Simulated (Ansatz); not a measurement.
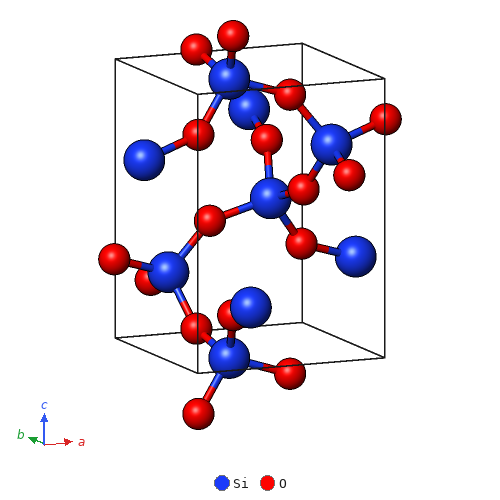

System SiO2 (space group P4_12_12, No. 92); source of the atomic positions: coordinates from a relaxation with Ansatz, DFT, r2SCAN, plane waves, PAW.

Bonds are taken as O–Si below 1.8 Å; no other contact counts. The graph is simplified in the usual way: terminal and isolated atoms are pruned, two-connected atoms become edges.

Question: What kind of net remains, and which atoms are its nodes?

Answer: A uninodal 4-connected, three-periodic net: Si is a 4-connected node. O becomes part of the edges.

Question: Name the underlying net.

Answer: It is the dia net, known from diamond, zinc blende and cristobalite.

Question: Is the net interpenetrated?

Answer: It is a single net, without interpenetration.

Question: How many nodes does the smallest cycle have?

Answer: Six.

The simplified net, drawn on the atoms' positions. Nodes are coloured by element. Short stubs are edges that leave the cut-out.

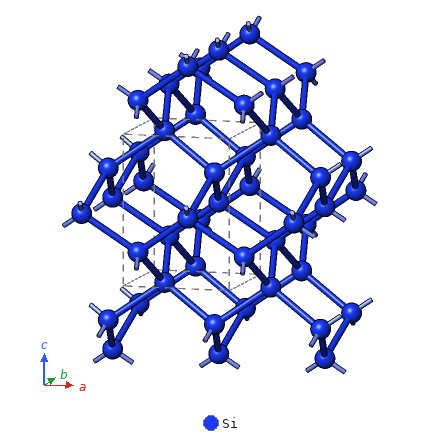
